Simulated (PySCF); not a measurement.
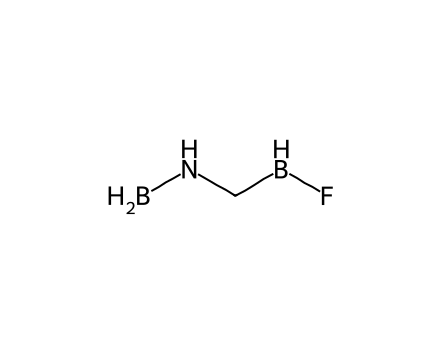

Skeletal drawing of a molecule.

> Transcribe the drawing into SMILES.

BNCBF

> Give the formula, hydrogens included.

CH6B2FN.

> An optimisation with PBE0-D3(BJ)/def2-SVP gave a structure of which point group?

C1. Other conformers may differ.

The parts below concern this one geometry. Atoms keep their numbers from picture to picture. The geometry was computed by an optimisation with PBE0-D3(BJ)/def2-SVP. No frequency run is at hand to confirm it as a minimum.

**Shape**

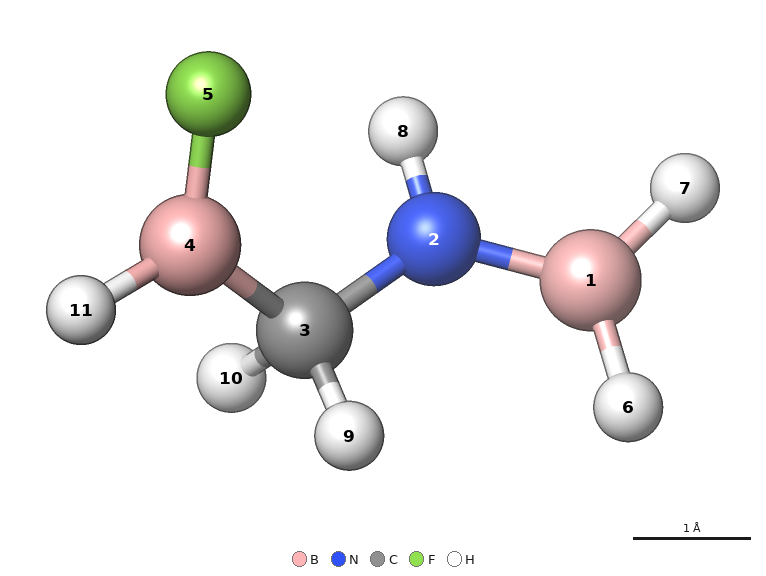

No frequency run is at hand to confirm it as a minimum.

Give the bond lengths.

```csv
bond,length (Å),order
B1–N2,1.388,single
B1–H6,1.211,single
B1–H7,1.209,single
N2–C3,1.444,single
N2–H8,1.015,single
C3–B4,1.564,single
C3–H9,1.104,single
C3–H10,1.113,single
B4–F5,1.323,single
B4–H11,1.211,single
```

**Dipole moment**

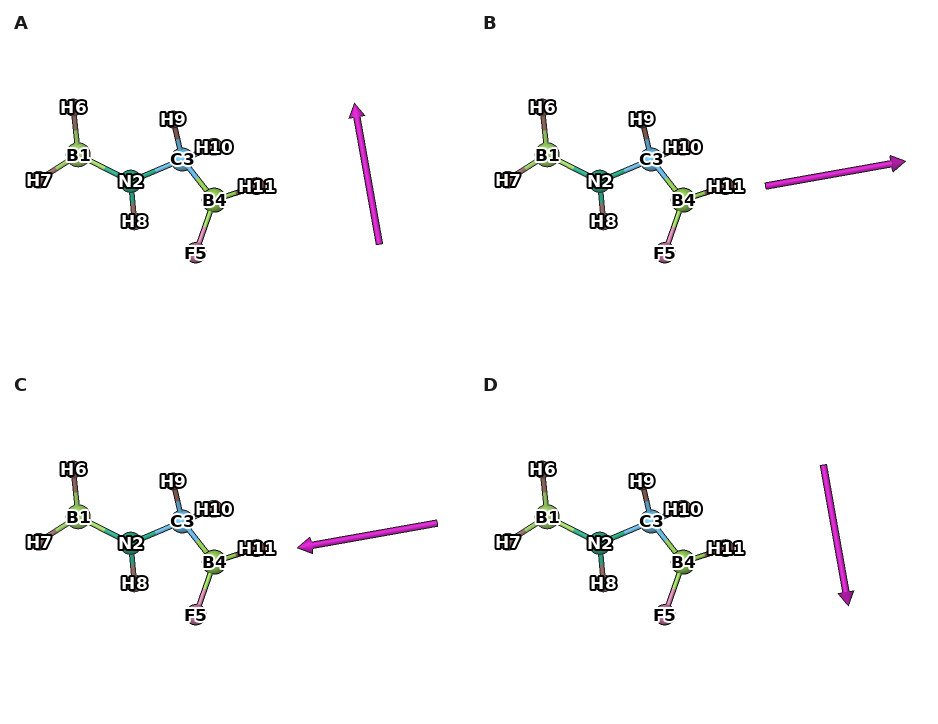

The same molecule four times, each with an arrow. No frequency run is at hand to confirm it as a minimum. Method: WP04/pcSseg-2, gas phase (PySCF 2.14.0).

> Which arrow points along the dipole moment, from the negative to the positive end?

B. The dipole moment is 1.77 D; it points from the side of H7 to the side of H11 (the outermost atoms at the two ends).

**Levels of theory compared**

No frequency run is at hand to confirm it as a minimum. Program: PySCF 2.14.0.

Tabulate HOMO energy (eV) at these levels: B3LYP/pcSseg-2; B97-2/pcSseg-2; B97-D/pcSseg-2; BLYP/pcSseg-2; HF/pcSseg-2; KT3/pcSseg-2; LC-wPBE/pcSseg-2; OPBE/pcSseg-2; PBE0/pcSseg-2; WP04/pcSseg-2; ωB97X-D/pcSseg-2.

```tsv
level	HOMO energy (eV)
B3LYP/pcSseg-2	−7.63
B97-2/pcSseg-2	−7.57
B97-D/pcSseg-2	−6.53
BLYP/pcSseg-2	−6.45
HF/pcSseg-2	−10.90
KT3/pcSseg-2	−6.62
LC-wPBE/pcSseg-2	−10.62
OPBE/pcSseg-2	−6.52
PBE0/pcSseg-2	−7.85
WP04/pcSseg-2	−8.88
ωB97X-D/pcSseg-2	−9.71
```

**Charges**

The questions are on ESP-fitted charges. No frequency run is at hand to confirm it as a minimum. Method: PBE0/6-31G, gas phase (PySCF 2.14.0).

> Which atom carries the highest charge (most positive or least negative)?

B4 (0.64 e).

> And the lowest?

F5 (−0.32 e).

List the ESP-fitted charges.

| atom | value (e) |
| --- | --- |
| B1 | 0.07 |
| N2 | −0.30 |
| C3 | −0.21 |
| B4 | 0.64 |
| F5 | −0.32 |
| H6 | −0.06 |
| H7 | −0.09 |
| H8 | 0.28 |
| H9 | 0.10 |
| H10 | 0.08 |
| H11 | −0.19 |
